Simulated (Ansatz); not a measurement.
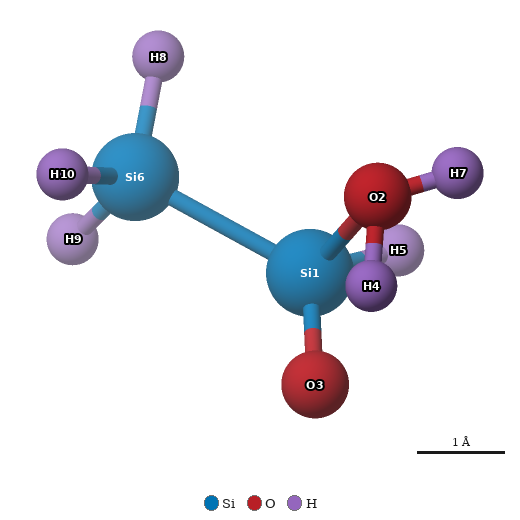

**Figure 1.** The input geometry (ball-and-stick view, seen at a tilt; atoms are numbered from 1 in the order of the input).

## Molecular dynamics, with input and output: Si2H6O2 (part 1 of 2)

- system: Si2H6O2
- method: RKS PBE0-D4/def2-SVP (Ansatz 0.2.0)

Figures and captions count atoms from 1; the log counts them from 0 in places.

## Log
```
Functional definition: PBE0
  name "PBE0"
  cite "Adamo & Barone, J. Chem. Phys. 110, 6158 (1999) doi:10.1063/1.478522"
  cite "Perdew, Burke & Ernzerhof, Phys. Rev. Lett. 77, 3865 (1996) doi:10.1103/PhysRevLett.77.3865"
  parent pbe
  parameter a = 0.25
  parameter kappa = 0.804
  parameter beta = 0.06672455060314922
  exchange = (1 - a)*pbe_x(kappa = kappa, mu = beta*pi^2/3) + a*exact_x
  correlation = pbe_c(beta = beta)
956 factors; integrals over basis functions are off by at most 2.8e-4 eV
mean field evaluation 1: about -19920.2586 eV, gradient 6.3e1 eV
mean field evaluation 2: about -19878.8528 eV, gradient 1.5e2 eV
mean field evaluation 4: about -19927.3286 eV, gradient 1.2e1 eV
mean field evaluation 8: about -19927.5903 eV, gradient 3.6e-1 eV
mean field evaluation 16: about -19927.5906 eV, gradient 4.2e-5 eV
mean field -19927.59064062 eV, -732.3254486367 hartree, gradient 4.2e-5 eV, S^2 0.000000; 0 other end points of the search recorded, 0 dependent functions left out
the calculation of the forces begins
reference -19927.59066757 eV, -732.3254496272 hartree; 25, 25 occupied and 69, 69 virtual orbitals, 956 factors
md step     0: t =     0.00 fs  T =   450.0 K  F+E_penalty+E_count = -19927.75517697 eV  E_kin = 0.581670 eV  (25 SCF iters)
these checks for a lower state are left out or cut short: starts, cluster_reference, orbital_swaps, neighbouring_geometries, increment
956 factors; integrals over basis functions are off by at most 2.8e-4 eV
mean field -19927.58426461 eV, -732.3252143225 hartree, gradient 1.3e-5 eV, S^2 0.000000; 0 other end points of the search recorded, 0 dependent functions left out
the calculation of the forces begins
reference -19927.58429156 eV, -732.3252153129 hartree; 25, 25 occupied and 69, 69 virtual orbitals, 956 factors
md step     1: t =     0.50 fs  T =   447.4 K  F+E_penalty+E_count = -19927.74866235 eV  E_kin = 0.578370 eV  (25 SCF iters, 3 dispersion substeps)
[... from here on the SCF iterations and repeated set-up lines of each step are left out, up to the last step ...]
md step     2: t =     1.00 fs  T =   435.2 K  F+E_penalty+E_count = -19927.72748041 eV  E_kin = 0.562550 eV  (25 SCF iters, 3 dispersion substeps)
md step     3: t =     1.50 fs  T =   430.2 K  F+E_penalty+E_count = -19927.69315039 eV  E_kin = 0.556118 eV  (25 SCF iters, 3 dispersion substeps)
md step     4: t =     2.00 fs  T =   427.3 K  F+E_penalty+E_count = -19927.65057678 eV  E_kin = 0.552332 eV  (25 SCF iters, 3 dispersion substeps)
md step     5: t =     2.50 fs  T =   367.1 K  F+E_penalty+E_count = -19927.61089664 eV  E_kin = 0.474452 eV  (25 SCF iters, 3 dispersion substeps)
md step     6: t =     3.00 fs  T =   319.8 K  F+E_penalty+E_count = -19927.57839838 eV  E_kin = 0.413378 eV  (25 SCF iters, 3 dispersion substeps)
md step     7: t =     3.50 fs  T =   357.0 K  F+E_penalty+E_count = -19927.55119705 eV  E_kin = 0.461448 eV  (26 SCF iters, 3 dispersion substeps)
md step     8: t =     4.00 fs  T =   370.9 K  F+E_penalty+E_count = -19927.52555161 eV  E_kin = 0.479406 eV  (26 SCF iters, 3 dispersion substeps)
md step     9: t =     4.50 fs  T =   392.6 K  F+E_penalty+E_count = -19927.50283175 eV  E_kin = 0.507506 eV  (26 SCF iters, 3 dispersion substeps)
md step    10: t =     5.00 fs  T =   381.3 K  F+E_penalty+E_count = -19927.47854112 eV  E_kin = 0.492928 eV  (24 SCF iters, 3 dispersion substeps)
md step    11: t =     5.50 fs  T =   373.8 K  F+E_penalty+E_count = -19927.45902009 eV  E_kin = 0.483218 eV  (25 SCF iters, 3 dispersion substeps)
md step    12: t =     6.00 fs  T =   372.4 K  F+E_penalty+E_count = -19927.45647824 eV  E_kin = 0.481313 eV  (26 SCF iters, 3 dispersion substeps)
md step    13: t =     6.50 fs  T =   418.6 K  F+E_penalty+E_count = -19927.46539340 eV  E_kin = 0.541024 eV  (26 SCF iters, 3 dispersion substeps)
md step    14: t =     7.00 fs  T =   530.9 K  F+E_penalty+E_count = -19927.48038493 eV  E_kin = 0.686291 eV  (26 SCF iters, 3 dispersion substeps)
md step    15: t =     7.50 fs  T =   537.7 K  F+E_penalty+E_count = -19927.49063974 eV  E_kin = 0.694976 eV  (26 SCF iters, 3 dispersion substeps)
md step    16: t =     8.00 fs  T =   539.9 K  F+E_penalty+E_count = -19927.48759446 eV  E_kin = 0.697902 eV  (26 SCF iters, 3 dispersion substeps)
md step    17: t =     8.50 fs  T =   587.8 K  F+E_penalty+E_count = -19927.46765048 eV  E_kin = 0.759741 eV  (25 SCF iters, 3 dispersion substeps)
md step    18: t =     9.00 fs  T =   621.8 K  F+E_penalty+E_count = -19927.43327951 eV  E_kin = 0.803697 eV  (26 SCF iters, 3 dispersion substeps)
md step    19: t =     9.50 fs  T =   632.8 K  F+E_penalty+E_count = -19927.38995783 eV  E_kin = 0.817981 eV  (26 SCF iters, 3 dispersion substeps)
md step    20: t =    10.00 fs  T =   594.2 K  F+E_penalty+E_count = -19927.34362374 eV  E_kin = 0.768017 eV  (26 SCF iters, 3 dispersion substeps)
md step    21: t =    10.50 fs  T =   555.4 K  F+E_penalty+E_count = -19927.29972325 eV  E_kin = 0.717906 eV  (26 SCF iters, 3 dispersion substeps)
md step    22: t =    11.00 fs  T =   517.4 K  F+E_penalty+E_count = -19927.26434986 eV  E_kin = 0.668782 eV  (25 SCF iters, 3 dispersion substeps)
md step    23: t =    11.50 fs  T =   541.1 K  F+E_penalty+E_count = -19927.24615159 eV  E_kin = 0.699490 eV  (25 SCF iters, 3 dispersion substeps)
md step    24: t =    12.00 fs  T =   526.3 K  F+E_penalty+E_count = -19927.24178382 eV  E_kin = 0.680356 eV  (24 SCF iters, 3 dispersion substeps)
md step    25: t =    12.50 fs  T =   566.5 K  F+E_penalty+E_count = -19927.25010024 eV  E_kin = 0.732225 eV  (26 SCF iters, 3 dispersion substeps)
md step    26: t =    13.00 fs  T =   586.3 K  F+E_penalty+E_count = -19927.26332266 eV  E_kin = 0.757799 eV  (25 SCF iters, 3 dispersion substeps)
md step    27: t =    13.50 fs  T =   596.3 K  F+E_penalty+E_count = -19927.28416440 eV  E_kin = 0.770795 eV  (25 SCF iters, 3 dispersion substeps)
md step    28: t =    14.00 fs  T =   606.5 K  F+E_penalty+E_count = -19927.32040642 eV  E_kin = 0.783999 eV  (26 SCF iters, 3 dispersion substeps)
md step    29: t =    14.50 fs  T =   662.2 K  F+E_penalty+E_count = -19927.36424525 eV  E_kin = 0.855953 eV  (26 SCF iters, 3 dispersion substeps)
md step    30: t =    15.00 fs  T =   750.3 K  F+E_penalty+E_count = -19927.39916885 eV  E_kin = 0.969802 eV  (25 SCF iters, 3 dispersion substeps)
md step    31: t =    15.50 fs  T =   714.9 K  F+E_penalty+E_count = -19927.41738468 eV  E_kin = 0.924038 eV  (26 SCF iters, 3 dispersion substeps)
md step    32: t =    16.00 fs  T =   637.0 K  F+E_penalty+E_count = -19927.40871722 eV  E_kin = 0.823395 eV  (26 SCF iters, 3 dispersion substeps)
md step    33: t =    16.50 fs  T =   678.5 K  F+E_penalty+E_count = -19927.37419001 eV  E_kin = 0.877006 eV  (25 SCF iters, 3 dispersion substeps)
md step    34: t =    17.00 fs  T =   582.3 K  F+E_penalty+E_count = -19927.32248254 eV  E_kin = 0.752666 eV  (26 SCF iters, 3 dispersion substeps)
md step    35: t =    17.50 fs  T =   545.6 K  F+E_penalty+E_count = -19927.27096238 eV  E_kin = 0.705305 eV  (25 SCF iters, 3 dispersion substeps)
md step    36: t =    18.00 fs  T =   569.9 K  F+E_penalty+E_count = -19927.22499917 eV  E_kin = 0.736649 eV  (24 SCF iters, 3 dispersion substeps)
md step    37: t =    18.50 fs  T =   518.0 K  F+E_penalty+E_count = -19927.18515681 eV  E_kin = 0.669625 eV  (24 SCF iters, 3 dispersion substeps)
md step    38: t =    19.00 fs  T =   545.7 K  F+E_penalty+E_count = -19927.16572028 eV  E_kin = 0.705314 eV  (25 SCF iters, 3 dispersion substeps)
md step    39: t =    19.50 fs  T =   548.9 K  F+E_penalty+E_count = -19927.17258965 eV  E_kin = 0.709552 eV  (25 SCF iters, 3 dispersion substeps)
md step    40: t =    20.00 fs  T =   641.3 K  F+E_penalty+E_count = -19927.19928465 eV  E_kin = 0.828991 eV  (26 SCF iters, 3 dispersion substeps)
md step    41: t =    20.50 fs  T =   756.2 K  F+E_penalty+E_count = -19927.22593928 eV  E_kin = 0.977423 eV  (25 SCF iters, 3 dispersion substeps)
md step    42: t =    21.00 fs  T =   774.0 K  F+E_penalty+E_count = -19927.24414333 eV  E_kin = 1.000459 eV  (25 SCF iters, 3 dispersion substeps)
md step    43: t =    21.50 fs  T =   795.0 K  F+E_penalty+E_count = -19927.25773629 eV  E_kin = 1.027607 eV  (24 SCF iters, 3 dispersion substeps)
md step    44: t =    22.00 fs  T =   813.6 K  F+E_penalty+E_count = -19927.26140822 eV  E_kin = 1.051635 eV  (24 SCF iters, 3 dispersion substeps)
md step    45: t =    22.50 fs  T =   776.8 K  F+E_penalty+E_count = -19927.24934092 eV  E_kin = 1.004034 eV  (24 SCF iters, 3 dispersion substeps)
md step    46: t =    23.00 fs  T =   707.5 K  F+E_penalty+E_count = -19927.22414182 eV  E_kin = 0.914478 eV  (24 SCF iters, 3 dispersion substeps)
md step    47: t =    23.50 fs  T =   667.1 K  F+E_penalty+E_count = -19927.19058429 eV  E_kin = 0.862312 eV  (24 SCF iters, 3 dispersion substeps)
md step    48: t =    24.00 fs  T =   628.7 K  F+E_penalty+E_count = -19927.15590870 eV  E_kin = 0.812722 eV  (25 SCF iters, 3 dispersion substeps)
md step    49: t =    24.50 fs  T =   523.1 K  F+E_penalty+E_count = -19927.12773437 eV  E_kin = 0.676222 eV  (26 SCF iters, 3 dispersion substeps)
md step    50: t =    25.00 fs  T =   454.5 K  F+E_penalty+E_count = -19927.10402551 eV  E_kin = 0.587505 eV  (26 SCF iters, 3 dispersion substeps)
md step    51: t =    25.50 fs  T =   439.1 K  F+E_penalty+E_count = -19927.08272337 eV  E_kin = 0.567561 eV  (26 SCF iters, 3 dispersion substeps)
md step    52: t =    26.00 fs  T =   426.0 K  F+E_penalty+E_count = -19927.06680964 eV  E_kin = 0.550666 eV  (25 SCF iters, 3 dispersion substeps)
md step    53: t =    26.50 fs  T =   422.4 K  F+E_penalty+E_count = -19927.05418476 eV  E_kin = 0.545981 eV  (26 SCF iters, 3 dispersion substeps)
md step    54: t =    27.00 fs  T =   418.9 K  F+E_penalty+E_count = -19927.04446571 eV  E_kin = 0.541445 eV  (26 SCF iters, 3 dispersion substeps)
md step    55: t =    27.50 fs  T =   423.9 K  F+E_penalty+E_count = -19927.03727465 eV  E_kin = 0.547891 eV  (26 SCF iters, 3 dispersion substeps)
md step    56: t =    28.00 fs  T =   413.9 K  F+E_penalty+E_count = -19927.03423807 eV  E_kin = 0.534985 eV  (26 SCF iters, 3 dispersion substeps)
md step    57: t =    28.50 fs  T =   452.3 K  F+E_penalty+E_count = -19927.03709381 eV  E_kin = 0.584699 eV  (26 SCF iters, 3 dispersion substeps)
md step    58: t =    29.00 fs  T =   449.4 K  F+E_penalty+E_count = -19927.04578723 eV  E_kin = 0.580835 eV  (25 SCF iters, 3 dispersion substeps)
md step    59: t =    29.50 fs  T =   463.6 K  F+E_penalty+E_count = -19927.06539902 eV  E_kin = 0.599274 eV  (26 SCF iters, 3 dispersion substeps)
md step    60: t =    30.00 fs  T =   459.9 K  F+E_penalty+E_count = -19927.08370807 eV  E_kin = 0.594516 eV  (26 SCF iters, 3 dispersion substeps)
md step    61: t =    30.50 fs  T =   446.4 K  F+E_penalty+E_count = -19927.09731744 eV  E_kin = 0.577061 eV  (27 SCF iters, 3 dispersion substeps)
md step    62: t =    31.00 fs  T =   484.7 K  F+E_penalty+E_count = -19927.11386225 eV  E_kin = 0.626492 eV  (26 SCF iters, 3 dispersion substeps)
md step    63: t =    31.50 fs  T =   519.4 K  F+E_penalty+E_count = -19927.13184913 eV  E_kin = 0.671416 eV  (26 SCF iters, 3 dispersion substeps)
md step    64: t =    32.00 fs  T =   651.6 K  F+E_penalty+E_count = -19927.15368836 eV  E_kin = 0.842197 eV  (26 SCF iters, 3 dispersion substeps)
md step    65: t =    32.50 fs  T =   688.5 K  F+E_penalty+E_count = -19927.17643916 eV  E_kin = 0.889913 eV  (26 SCF iters, 3 dispersion substeps)
md step    66: t =    33.00 fs  T =   735.4 K  F+E_penalty+E_count = -19927.19662478 eV  E_kin = 0.950603 eV  (26 SCF iters, 3 dispersion substeps)
md step    67: t =    33.50 fs  T =   743.2 K  F+E_penalty+E_count = -19927.21424387 eV  E_kin = 0.960665 eV  (26 SCF iters, 3 dispersion substeps)
md step    68: t =    34.00 fs  T =   751.1 K  F+E_penalty+E_count = -19927.22782628 eV  E_kin = 0.970926 eV  (26 SCF iters, 3 dispersion substeps)
md step    69: t =    34.50 fs  T =   735.4 K  F+E_penalty+E_count = -19927.23812415 eV  E_kin = 0.950544 eV  (26 SCF iters, 3 dispersion substeps)
md step    70: t =    35.00 fs  T =   703.2 K  F+E_penalty+E_count = -19927.24981396 eV  E_kin = 0.908952 eV  (26 SCF iters, 3 dispersion substeps)
md step    71: t =    35.50 fs  T =   681.2 K  F+E_penalty+E_count = -19927.26628772 eV  E_kin = 0.880534 eV  (25 SCF iters, 3 dispersion substeps)
md step    72: t =    36.00 fs  T =   680.2 K  F+E_penalty+E_count = -19927.27439880 eV  E_kin = 0.879169 eV  (25 SCF iters, 3 dispersion substeps)
md step    73: t =    36.50 fs  T =   727.2 K  F+E_penalty+E_count = -19927.26807914 eV  E_kin = 0.939937 eV  (24 SCF iters, 3 dispersion substeps)
md step    74: t =    37.00 fs  T =   699.9 K  F+E_penalty+E_count = -19927.25618984 eV  E_kin = 0.904710 eV  (25 SCF iters, 3 dispersion substeps)
md step    75: t =    37.50 fs  T =   609.7 K  F+E_penalty+E_count = -19927.24249524 eV  E_kin = 0.788042 eV  (26 SCF iters, 3 dispersion substeps)
md step    76: t =    38.00 fs  T =   541.6 K  F+E_penalty+E_count = -19927.23513940 eV  E_kin = 0.700031 eV  (26 SCF iters, 3 dispersion substeps)
md step    77: t =    38.50 fs  T =   516.5 K  F+E_penalty+E_count = -19927.23701185 eV  E_kin = 0.667640 eV  (26 SCF iters, 3 dispersion substeps)
md step    78: t =    39.00 fs  T =   563.9 K  F+E_penalty+E_count = -19927.24188990 eV  E_kin = 0.728912 eV  (25 SCF iters, 3 dispersion substeps)
md step    79: t =    39.50 fs  T =   541.4 K  F+E_penalty+E_count = -19927.25229740 eV  E_kin = 0.699779 eV  (26 SCF iters, 3 dispersion substeps)
these checks for a lower state are left out or cut short: starts, cluster_reference, orbital_swaps, neighbouring_geometries, increment
956 factors; integrals over basis functions are off by at most 3.8e-4 eV
mean field -19927.08751170 eV, -732.3069589901 hartree, gradient 1.7e-5 eV, S^2 0.000000; 0 other end points of the search recorded, 0 dependent functions left out
the calculation of the forces begins
reference -19927.08753955 eV, -732.3069600135 hartree; 25, 25 occupied and 69, 69 virtual orbitals, 956 factors
956 factors; integrals over basis functions are off by at most 3.8e-4 eV
mean field evaluation 480: about -19927.0875 eV, gradient 9.3e-4 eV
mean field -19927.08751170 eV, -732.3069589901 hartree, gradient 1.7e-5 eV, S^2 0.000000; 1 other end points of the search recorded, 0 dependent functions left out
the calculation of the forces begins
reference -19927.08753955 eV, -732.3069600135 hartree; 25, 25 occupied and 69, 69 virtual orbitals, 956 factors
md step    80: t =    40.00 fs  T =   565.1 K  F+E_penalty+E_count = -19927.25836067 eV  E_kin = 0.730450 eV  (25 SCF iters, 3 dispersion substeps)
```
